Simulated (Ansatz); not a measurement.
# Ge wire along [111], 14 atoms a period, H-terminated: bands by functional and under strain

Wanted: the relaxed geometry and the bands of the Ge wire along [111], 14 atoms a period, H-terminated.

Method: DFT PBE, plane waves, PAW; relaxation of a wire's period; PAW set soft_1, in the first sound run; inputs show where later runs differ, in Ansatz 0.2.0.

### Step 1. The starting structure

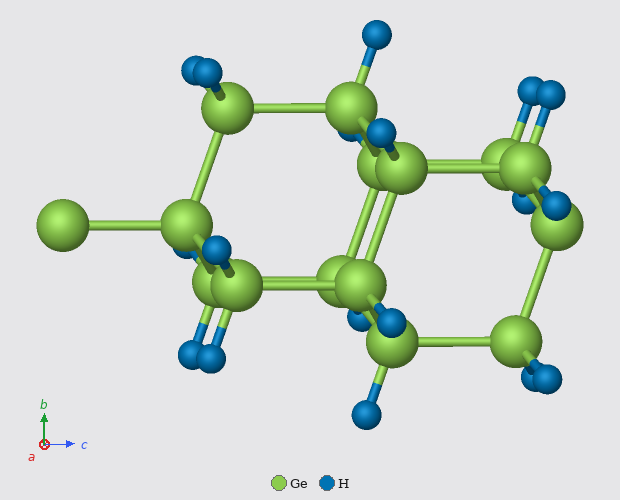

The cell as given, from the side, with the c axis across the page (germanium green, hydrogen blue). Some periodic images of atoms are drawn too.

The cell holds 32 atoms: 14 Ge and 18 H. Cell: a = 13.420 Å, b = 14.445 Å, c = 9.977 Å, α = 90.0°, β = 90.0°, γ = 90.0°. Vacuum lies along a and b. The structure's axis is c.

### Step 2. Relaxing the period

Band widths follow the bond lengths, so the wire is relaxed first. The atoms and the third cell vector are free; the box across stays fixed as vacuum. A Fermi-Dirac smearing is set since the result may be a metal. The pressure printed is a third of the stress's trace over the whole box, vacuum included; only the stress along the axis is relaxed.

The input, input.yaml:

```yaml
crystal:
  lattice:
    - [13.42, 0.0, 0.0]
    - [0.0, 14.445, 0.0]
    - [0.0, 0.0, 9.9766126516]
  atoms:
    - { symbol: Ge, position: [0.500015067, 0.499985618, 0.0] }
    - { symbol: Ge, position: [0.500015067, 0.499985618, 0.25] }
    - { symbol: H, position: [0.253353204, 0.469500051, 0.281211434] }
    - { symbol: H, position: [0.348266369, 0.31677086, 0.281211434] }
    - { symbol: H, position: [0.405101902, 0.713685944, 0.281211434] }
    - { symbol: H, position: [0.594928231, 0.713685944, 0.281211434] }
    - { symbol: H, position: [0.651763765, 0.31677086, 0.281211434] }
    - { symbol: H, position: [0.746676929, 0.469500051, 0.281211434] }
    - { symbol: Ge, position: [0.348266369, 0.418590321, 0.333333333] }
    - { symbol: Ge, position: [0.500015067, 0.662776214, 0.333333333] }
    - { symbol: Ge, position: [0.651763765, 0.418590321, 0.333333333] }
    - { symbol: Ge, position: [0.348266369, 0.418590321, 0.583333333] }
    - { symbol: Ge, position: [0.500015067, 0.662776214, 0.583333333] }
    - { symbol: Ge, position: [0.651763765, 0.418590321, 0.583333333] }
    - { symbol: H, position: [0.253353204, 0.632290646, 0.614544767] }
    - { symbol: H, position: [0.500015067, 0.235375562, 0.614544767] }
    - { symbol: H, position: [0.746676929, 0.632290646, 0.614544767] }
    - { symbol: H, position: [0.253353204, 0.36768059, 0.635455233] }
    - { symbol: H, position: [0.500015067, 0.764595674, 0.635455233] }
    - { symbol: H, position: [0.746676929, 0.36768059, 0.635455233] }
    - { symbol: Ge, position: [0.348266369, 0.581380916, 0.666666667] }
    - { symbol: Ge, position: [0.500015067, 0.337195023, 0.666666667] }
    - { symbol: Ge, position: [0.651763765, 0.581380916, 0.666666667] }
    - { symbol: Ge, position: [0.348266369, 0.581380916, 0.916666667] }
    - { symbol: Ge, position: [0.500015067, 0.337195023, 0.916666667] }
    - { symbol: Ge, position: [0.651763765, 0.581380916, 0.916666667] }
    - { symbol: H, position: [0.253353204, 0.530471186, 0.968788566] }
    - { symbol: H, position: [0.348266369, 0.683200377, 0.968788566] }
    - { symbol: H, position: [0.405101902, 0.286285293, 0.968788566] }
    - { symbol: H, position: [0.594928231, 0.286285293, 0.968788566] }
    - { symbol: H, position: [0.651763765, 0.683200377, 0.968788566] }
    - { symbol: H, position: [0.746676929, 0.530471186, 0.968788566] }
kpoints:
  mp_grid: { grid: [1, 1, 9] }
scf:
  occupations: { method: fermi_dirac, width: 0.05 }
hamiltonian:
  xc: pbe
  pseudopotentials: { kind: paw, azcp: { folder: soft_1 } }
relax:
  cell: { fix: [a, b, alpha, beta, gamma] }
  max_steps: 45
  f_tol: 0.03
```

Command:

```sh
ansatz run input.yaml --threads 4 --pin off --max-ram 16384MiB --backend cpu --events-out ev --progress --plain --runs-dir out
```

Numbers of over 12 decimals in the logs are rounded to 6 here.

The log of the run:

```text
Engine: ansatz 0.2.0, aarch64-unknown-linux-gnu
Pseudopotentials: kind: paw
Pseudopotential: Ge, paw, valence charge 14, recommended cutoff 420 eV (normal), soft_1/Ge.paw.azcp
Pseudopotential: H, paw, valence charge 1, recommended cutoff 420 eV (normal), soft_1/H.paw.azcp
Functional definition: PBE
  parameter kappa = 0.804
  parameter beta = 0.066725
  exchange = pbe_x(kappa = kappa, mu = beta*pi^2/3)
  correlation = pbe_c(beta = beta)
Crystal: 32 atoms, lattice volume = 1933.985 Å³
Basis set: ecut = 420 eV, 37789 PW (Γ), exchange–correlation on 180×200×144 points (8 copies of the dense FFT grid, shifted against one another)
Bands: 139, of which v1, the nominal top of the filled ones, is band 107 counted from 1 (106 counted from 0)
Symmetry: 4 space group operations
Space group: P2/m (ITA 10), of the structure as read, at distance tolerance 1.2e-4 Å
k-points: 5 of 9
Non-local potential: Ge, projectors of the file, l = 0: 2, l = 1: 2, l = 2: 3, l = 3: 1
Non-local potential: H, projectors of the file, l = 0: 2, l = 1: 1
PAW form: soft (Blöchl's): semilocal exchange-correlation on the pseudo side does not see the compensation charge
PAW one-centre angular grid: Ge, 590 points (default); XC on 64 Gauss nodes
PAW one-centre angular grid: H, 110 points (default); XC on 64 Gauss nodes
Initial density: superposition of atomic densities (neutral atoms: chi_scale 0, normalization atom)
Initial wavefunctions: pseudopotential atomic-orbital guess
Functional: x = pbe(κ = 0.804, μ = 0.219515), c = pbe(β = 0.066725)
SCF iter   1: F=—  HF=-60416.077201 eV  |F-HF|=—  |Δ(HF+E_count)|=         —  Δρ=3.03e-2  dr2=1.49e1  ethr=3.10e-3  ⟨swp⟩=7.0  Hψ=2940  notcnv=0  defer=7
preconditioner: auto → Resta (q_TF=auto, 1.890 Å⁻¹)  ε∞=1.6  [insulator: Δε(μ)=3.039 eV  Ē_g=9.602 eV  σ=0.050 eV  W_gap=1.00  n_scr=214 (ndim 8)  ℏωp=7.3 eV  f_vac=0.655  D(μ)=0.00/eV (n_scr^D=0)  ε∞_Penn≈1.6  vacuum switching on, ρ_ref=6.7e-3 e/Å³]
SCF iter   2: F=—  HF=-60412.469866 eV  |F-HF|=—  |Δ(HF+E_count)|=    3.61e0  Δρ=1.29e-2  dr2=3.13e0  ethr=3.10e-3  ⟨swp⟩=3.0  Hψ=996  notcnv=0  defer=128
SCF iter   3: F=—  HF=-60411.704507 eV  |F-HF|=—  |Δ(HF+E_count)|=   7.65e-1  Δρ=2.55e-3  dr2=4.28e-1  ethr=1.46e-3  ⟨swp⟩=4.2  Hψ=831  notcnv=0  defer=128
SCF iter   4: F=—  HF=-60411.604959 eV  |F-HF|=—  |Δ(HF+E_count)|=   9.95e-2  Δρ=9.86e-4  dr2=1.07e-2  ethr=2.00e-4  ⟨swp⟩=3.0  Hψ=769  notcnv=0  defer=128
SCF iter   5: F=—  HF=-60411.610033 eV  |F-HF|=—  |Δ(HF+E_count)|=   5.07e-3  Δρ=2.09e-4  dr2=1.23e-3  ethr=4.98e-6  ⟨swp⟩=2.0  Hψ=984  notcnv=0  defer=128
SCF iter   6: F=—  HF=-60411.610176 eV  |F-HF|=—  |Δ(HF+E_count)|=   1.43e-4  Δρ=5.58e-5  dr2=1.40e-4  ethr=5.75e-7  ⟨swp⟩=2.0  Hψ=1098  notcnv=0  defer=128
SCF iter   7: F=—  HF=-60411.610170 eV  |F-HF|=—  |Δ(HF+E_count)|=   6.42e-6  Δρ=1.95e-5  dr2=1.16e-5  ethr=6.55e-8  ⟨swp⟩=2.0  Hψ=1079  notcnv=0  defer=128
SCF iter   8: F=—  HF=-60411.610180 eV  |F-HF|=—  |Δ(HF+E_count)|=   1.03e-5  Δρ=8.40e-6  dr2=2.29e-6  ethr=5.43e-9  ⟨swp⟩=3.0  Hψ=1264  notcnv=0  defer=128
SCF iter   9: F=-60411.610182 eV  HF=-60411.610181 eV  |F-HF|=1.64e-7  |Δ(HF+E_count)|=   1.06e-6  Δρ=2.25e-6  dr2=9.76e-8  ethr=4.67e-11  ⟨swp⟩=3.0  Hψ=2806  notcnv=0
SCF 1 converged in 9 iterations: F = -60411.610182 eV  dr2 = 9.76e-8
  greatest PAW one-centre occupation: 0.998 electrons in one spin orbital (limit 2), on the Ge atom at site 25 (counted from 0), in its partial waves of l = 2
relax step   1: F+E_penalty+E_count = -60411.61018155 eV  Δ(F+E_penalty+E_count) = +0.000e0 eV  max|allowed force component| = 2.339e-1 eV/Å  Δτ_max = 0.0000 Å  P = -0.497 GPa  Ω = 1933.985 Å³  fix = [a, b, alpha, beta, gamma]  reactions: a -0.529, b -0.532 GPa; alpha -0.000 GPa/rad  (9 SCF iters, dr2 threshold 1.00e-7 eV, accepted)
Crystal: 32 atoms, lattice volume = 1937.743 Å³
Basis set: ecut = 420 eV, 37821 PW (Γ), exchange–correlation on 180×200×144 points (8 copies of the dense FFT grid, shifted against one another)
Initial density: handed on by an earlier stage of this run
Initial wavefunctions: those handed on with the density
iter 1 solved again at ethr=1.17e-4 eV; its pass at ethr=3.10e-3 eV (dr2=2.51e-1 eV) is discarded
SCF iter   1: F=—  HF=-60411.776523 eV  |F-HF|=—  |Δ(HF+E_count)|=         —  Δρ=5.12e-3  dr2=2.65e-1  ethr=1.17e-4  ⟨swp⟩=4.8  Hψ=2891  notcnv=0
preconditioner: auto → Resta (q_TF=auto, 1.890 Å⁻¹)  ε∞=1.6  [insulator: Δε(μ)=3.164 eV  Ē_g=9.241 eV  σ=0.050 eV  W_gap=1.00  n_scr=214 (ndim 8)  ℏωp=7.3 eV  f_vac=0.711  D(μ)=0.00/eV (n_scr^D=0)  ε∞_Penn≈1.6  vacuum switching on, ρ_ref=6.2e-3 e/Å³]
SCF iter   2: F=—  HF=-60411.745360 eV  |F-HF|=—  |Δ(HF+E_count)|=   3.12e-2  Δρ=2.23e-3  dr2=4.53e-2  ethr=1.17e-4  ⟨swp⟩=3.6  Hψ=1106  notcnv=0
SCF iter   3: F=—  HF=-60411.746123 eV  |F-HF|=—  |Δ(HF+E_count)|=   7.64e-4  Δρ=7.60e-4  dr2=1.13e-2  ethr=2.11e-5  ⟨swp⟩=2.8  Hψ=1031  notcnv=0
SCF iter   4: F=—  HF=-60411.744774 eV  |F-HF|=—  |Δ(HF+E_count)|=   1.35e-3  Δρ=1.02e-4  dr2=1.87e-4  ethr=5.28e-6  ⟨swp⟩=2.0  Hψ=812  notcnv=0
SCF iter   5: F=—  HF=-60411.744919 eV  |F-HF|=—  |Δ(HF+E_count)|=   1.46e-4  Δρ=3.26e-5  dr2=2.19e-5  ethr=8.75e-8  ⟨swp⟩=2.2  Hψ=1195  notcnv=0
SCF iter   6: F=-60411.744916 eV  HF=-60411.744917 eV  |F-HF|=6.32e-7  |Δ(HF+E_count)|=   2.43e-6  Δρ=1.03e-5  dr2=1.98e-6  ethr=1.50e-9  ⟨swp⟩=5.0  Hψ=2362  notcnv=0
SCF 2 converged in 6 iterations: F = -60411.744916 eV  dr2 = 1.98e-6
  greatest PAW one-centre occupation: 0.998 electrons in one spin orbital (limit 2), on the Ge atom at site 23 (counted from 0), in its partial waves of l = 2
relax step   2: F+E_penalty+E_count = -60411.74491635 eV  Δ(F+E_penalty+E_count) = -1.347e-1 eV  max|allowed force component| = 1.476e-1 eV/Å  Δτ_max = 0.0796 Å  P = +0.039 GPa  Ω = 1937.743 Å³  energy of the carried Pulay correction = -4.636e-4 eV  fix = [a, b, alpha, beta, gamma]  reactions: a +0.082, b +0.079 GPa; alpha +0.000 GPa/rad  (6 SCF iters, dr2 threshold 3.20e-6 eV, accepted)
Crystal: 32 atoms, lattice volume = 1930.224 Å³
Basis set: ecut = 420 eV, 37697 PW (Γ), exchange–correlation on 180×200×144 points (8 copies of the dense FFT grid, shifted against one another)
iter 1 solved again at ethr=9.25e-6 eV; its pass at ethr=3.10e-3 eV (dr2=1.98e-2 eV) is discarded
SCF iter   1: F=—  HF=-60411.768522 eV  |F-HF|=—  |Δ(HF+E_count)|=         —  Δρ=1.43e-3  dr2=2.22e-2  ethr=9.25e-6  ⟨swp⟩=3.0  Hψ=2633  notcnv=0
[...]
relax step   3: F+E_penalty+E_count = -60411.76512118 eV  Δ(F+E_penalty+E_count) = -2.020e-2 eV  max|allowed force component| = 2.611e-2 eV/Å  Δτ_max = 0.0248 Å  P = -0.016 GPa  Ω = 1930.224 Å³  energy of the carried Pulay correction = +4.650e-4 eV  fix = [a, b, alpha, beta, gamma]  reactions: a -0.018, b -0.021 GPa; alpha -0.000 GPa/rad  (6 SCF iters, dr2 threshold 1.36e-6 eV, accepted)
Initial wavefunctions: pseudopotential atomic-orbital guess (no wavefunctions were taken with the density)
iter 1 solved again at ethr=5.50e-8 eV; its pass at ethr=3.10e-3 eV (dr2=1.18e-4 eV) is discarded
SCF iter   1: F=—  HF=-60411.764607 eV  |F-HF|=—  |Δ(HF+E_count)|=         —  Δρ=4.69e-6  dr2=3.88e-7  ethr=5.50e-8  ⟨swp⟩=5.2  Hψ=5374  notcnv=0
preconditioner: auto → Resta (q_TF=auto, 1.891 Å⁻¹)  ε∞=1.6  [insulator: Δε(μ)=3.125 eV  Ē_g=9.185 eV  σ=0.050 eV  W_gap=1.00  n_scr=212 (ndim 8)  ℏωp=7.3 eV  f_vac=0.706  D(μ)=0.00/eV (n_scr^D=0)  ε∞_Penn≈1.6  vacuum switching on, ρ_ref=6.1e-3 e/Å³]
SCF iter   2: F=—  HF=-60411.764644 eV  |F-HF|=—  |Δ(HF+E_count)|=   3.71e-5  Δρ=2.40e-6  dr2=8.05e-8  ethr=1.81e-10  ⟨swp⟩=2.4  Hψ=1232  notcnv=0
SCF iter   3: F=—  HF=-60411.764644 eV  |F-HF|=—  |Δ(HF+E_count)|=   4.25e-8  Δρ=1.23e-6  dr2=1.88e-8  ethr=3.76e-11  ⟨swp⟩=2.0  Hψ=1215  notcnv=0
SCF iter   4: F=—  HF=-60411.764644 eV  |F-HF|=—  |Δ(HF+E_count)|=   2.34e-8  Δρ=1.53e-7  dr2=3.97e-10  ethr=8.79e-12  ⟨swp⟩=2.0  Hψ=880  notcnv=0
SCF iter   5: F=-60411.764644 eV  HF=-60411.764644 eV  |F-HF|=8.73e-11  |Δ(HF+E_count)|=  3.64e-10  Δρ=5.58e-8  dr2=6.36e-11  ethr=1.00e-12  ⟨swp⟩=4.4  Hψ=1928  notcnv=0
SCF 4 converged in 5 iterations: F = -60411.764644 eV  dr2 = 6.36e-11
relax step   4: F+E_penalty+E_count = -60411.76464380 eV  Δ(F+E_penalty+E_count) = +4.774e-4 eV  max|allowed force component| = 2.615e-2 eV/Å  Δτ_max = 0.0000 Å  P = -0.015 GPa  Ω = 1930.224 Å³  fix = [a, b, alpha, beta, gamma]  reactions: a -0.018, b -0.021 GPa; alpha -0.000 GPa/rad  stress off target by 6.59e-3 GPa on what of the cell is left free  SCF on the basis re-selected at this cell (its energy is not comparable with the rows above)  (5 SCF iters)
basis re-selected at this cell: Δ(F+E_penalty+E_count) = +4.774e-4 eV, ΔP = +0.000 GPa vs the last step (what re-selecting the basis moved, of the pressure what is left beyond the Pulay correction that the steps carried, after the strain that the cell walked since its last selection, with what the two solves' SCF thresholds leave and, on support functions, any second-order correction that the steps lacked; it is no m [...]
SCF converged after 5 iterations
Free energy (F): -60411.764644 eV
Harris-Foulkes:  -60411.764644 eV  (|F-HF|=8.73e-11)
Internal energy: -60411.764644 eV  (E = F + TS)
E sigma→0 (E₀):  -60411.764644 eV
Fermi energy:    -1.774162 eV
--- Per-component energies (eV) ---
  E_band       = -4265.015545
  E_kinetic    = 1524.450342
  E_local      = -97945.702934  (includes V_loc(G=0)·N_el)
  E_nonlocal   = 3073.841997
  E_hartree    = 47155.076810
  E_xc         = -1150.177101
  E_vxc        = -1100.896127  (∫ρ·V_xc dr)
  E_paw        = -28215.576001  (= ΣΔE_a)
  E_vpaw       = -4126.844619  (= ΣTr[D̂ρ^β])
  E_aug_tail   = -0.016612  (compensation charges beyond the density's cutoff)
  E_ewald      = 15146.338855
  E_smearing   = -0.000000  (= −TS)
  E_closure    = 0.000000  (closes the sum)
  Σ components = -60411.764644   (vs F -60411.764644, Δ=0.00e0)
--- Forces (eV/Å), atoms counted from 1 ---
  atom   1  Ge     0.00000000    -0.00004924     0.00548697
  atom   2  Ge     0.00000000     0.00004924    -0.00548697
  atom   3  H      0.00930288    -0.00170469     0.00529706
  atom   4  H      0.00318434     0.00890581     0.00521898
  atom   5  H      0.00610843    -0.00719872     0.00524781
  atom   6  H     -0.00610843    -0.00719872     0.00524781
  atom   7  H     -0.00318434     0.00890581     0.00521898
  atom   8  H     -0.00930288    -0.00170469     0.00529706
  atom   9  Ge    -0.01648070    -0.00953413    -0.02612518
  atom  10  Ge     0.00000000     0.01898647    -0.02614891
  atom  11  Ge     0.01648070    -0.00953413    -0.02612518
  atom  12  Ge     0.00535395     0.00302286     0.00007549
  atom  13  Ge     0.00000000    -0.00604496     0.00002136
  atom  14  Ge    -0.00535395     0.00302286     0.00007549
  atom  15  H      0.01241914    -0.00723020     0.00790854
  atom  16  H      0.00000000     0.01436903     0.00787541
  atom  17  H     -0.01241914    -0.00723020     0.00790854
  atom  18  H      0.01241914     0.00723020    -0.00790854
  atom  19  H      0.00000000    -0.01436903    -0.00787541
  atom  20  H     -0.01241914     0.00723020    -0.00790854
  atom  21  Ge     0.00535395    -0.00302286    -0.00007549
  atom  22  Ge     0.00000000     0.00604496    -0.00002136
  atom  23  Ge    -0.00535395    -0.00302286    -0.00007549
  atom  24  Ge    -0.01648070     0.00953413     0.02612518
  atom  25  Ge     0.00000000    -0.01898647     0.02614891
  atom  26  Ge     0.01648070     0.00953413     0.02612518
  atom  27  H      0.00930288     0.00170469    -0.00529706
  atom  28  H      0.00318434    -0.00890581    -0.00521898
  atom  29  H      0.00610843     0.00719872    -0.00524781
  atom  30  H     -0.00610843     0.00719872    -0.00524781
  atom  31  H     -0.00318434    -0.00890581    -0.00521898
  atom  32  H     -0.00930288     0.00170469    -0.00529706
  max |Σ_I F_I| component: 5.20e-18 eV/Å
--- Stress (GPa, compression-positive) ---
       -0.018175       0.000000       0.000000
        0.000000      -0.021029       0.000015
        0.000000       0.000015      -0.006587
  P = ⅓ Tr σ = -0.0153 GPa (-0.153 kbar)
--- Relaxed structure (3 steps of the walk, 3 accepted, 1 SCFs on fresh bases) ---
  F+E_penalty+E_count = -60411.76464380 eV   max|allowed force component| = 2.615e-2 eV/Å   (the final SCF, on the basis selected at the relaxed cell)
  cell:  # Å, volume = 1930.2236 Å³
    - [13.42, 0.0, 0.0]
    - [0.0, 14.445, 0]
    - [0.0, 0, 9.957208]
  atoms:
    - { symbol: Ge, position: [0.500015, 0.499984, 0.000476299] }
    - { symbol: Ge, position: [0.500015, 0.499987, 0.249524] }
    - { symbol: H, position: [0.256605, 0.469052, 0.283625] }
    - { symbol: H, position: [0.349479, 0.319610, 0.283618] }
    - { symbol: H, position: [0.407142, 0.711296, 0.283616] }
    - { symbol: H, position: [0.592888, 0.711296, 0.283616] }
    - { symbol: H, position: [0.650551, 0.319610, 0.283618] }
    - { symbol: H, position: [0.743425, 0.469052, 0.283625] }
    - { symbol: Ge, position: [0.351681, 0.420421, 0.336362] }
    - { symbol: Ge, position: [0.500015, 0.659120, 0.336360] }
    - { symbol: Ge, position: [0.648349, 0.420421, 0.336362] }
    - { symbol: Ge, position: [0.351455, 0.420296, 0.582573] }
    - { symbol: Ge, position: [0.500015, 0.659370, 0.582574] }
    - { symbol: Ge, position: [0.648575, 0.420296, 0.582573] }
    - { symbol: H, position: [0.256901, 0.630374, 0.615258] }
    - { symbol: H, position: [0.500015, 0.239174, 0.615252] }
    - { symbol: H, position: [0.743129, 0.630374, 0.615258] }
    - { symbol: H, position: [0.256901, 0.369597, 0.634742] }
    - { symbol: H, position: [0.500015, 0.760797, 0.634748] }
    - { symbol: H, position: [0.743129, 0.369597, 0.634742] }
    - { symbol: Ge, position: [0.351455, 0.579675, 0.667427] }
    - { symbol: Ge, position: [0.500015, 0.340601, 0.667426] }
    - { symbol: Ge, position: [0.648575, 0.579675, 0.667427] }
    - { symbol: Ge, position: [0.351681, 0.579551, 0.913638] }
    - { symbol: Ge, position: [0.500015, 0.340852, 0.913640] }
    - { symbol: Ge, position: [0.648349, 0.579551, 0.913638] }
    - { symbol: H, position: [0.256605, 0.530920, 0.966375] }
    - { symbol: H, position: [0.349479, 0.680362, 0.966382] }
    - { symbol: H, position: [0.407142, 0.288675, 0.966384] }
    - { symbol: H, position: [0.592888, 0.288675, 0.966384] }
    - { symbol: H, position: [0.650551, 0.680362, 0.966382] }
    - { symbol: H, position: [0.743425, 0.530920, 0.966375] }
```

Run time: 86 s. Hardware: 4 threads of Arm Neoverse V1, shared host; peak memory 5.2 GiB.

Relaxation path:

```
step  energy less that of the first step (eV)  largest force component (eV/Å)  pressure (GPa)  volume (Å³)
   1                                   0.0000                          0.2339           -0.50      1933.99
   2                                  -0.1347                          0.1476            0.04      1937.74
   3                                  -0.1549                          0.0261           -0.02      1930.22
  4*                                  -0.1545                          0.0261           -0.02      1930.22
```

Relaxation steps marked * repeat the geometry before them on a plane-wave basis chosen anew for their cell, so energy and pressure can jump there.

Forces are held to the 4 operations that the run works with; a distortion that breaks them can't arise in this run.

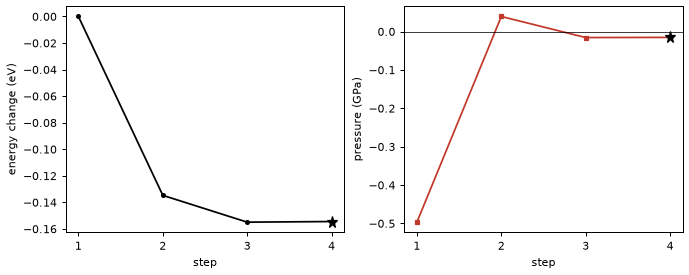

Energy and pressure along the relaxation. Stars mark steps on a basis chosen anew.

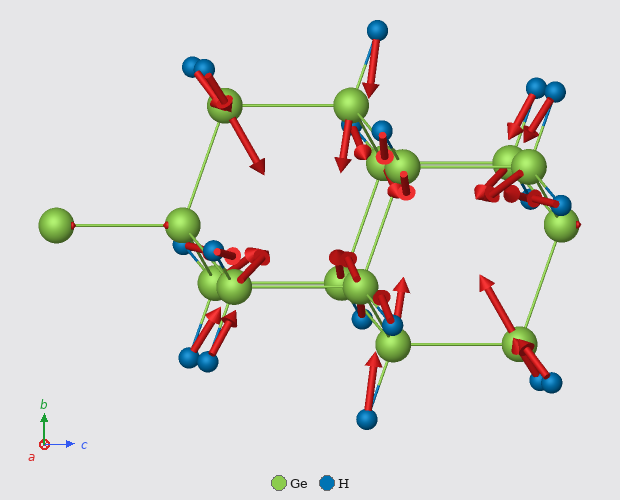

Displacements in the relaxation, exaggerated, measured against the changing cell; the longest in the cell stands for 0.06 Å. Some periodic images of atoms are drawn too.

```
cell as run  before  after  change
      c (Å)   9.977  9.957  -0.2 %
```

The atoms that moved most (Å, along periodic axes as changes of fractional coordinates times the final cell, across vacuum about the mean position):

```
atom      dx      dy      dz  length
Ge26  -0.046  -0.026  -0.030   0.061
Ge11  -0.046   0.026   0.030   0.061
Ge24   0.046  -0.026  -0.030   0.061
 Ge9   0.046   0.026   0.030   0.061
Ge10   0.000  -0.053   0.030   0.061
Ge25   0.000   0.053  -0.030   0.061
 H18   0.048   0.028  -0.007   0.056
 H15   0.048  -0.028   0.007   0.056
```

This step gave:

```yaml
cell_length_along_the_wire: 9.957 Å
```

The cell's length comes to 9.957 Å with spin left out.

[end of part 1 of 3]

[Logs are printed without paths, hosts, clocks, repeated set-up lines and the standing remarks that a program may print on its own settings, such as how far it seeks lower states.]

[Hosts, paths, dates, database ids (printed as entryN), source tags and the programs' standing remarks are cut or masked in the printed files.]
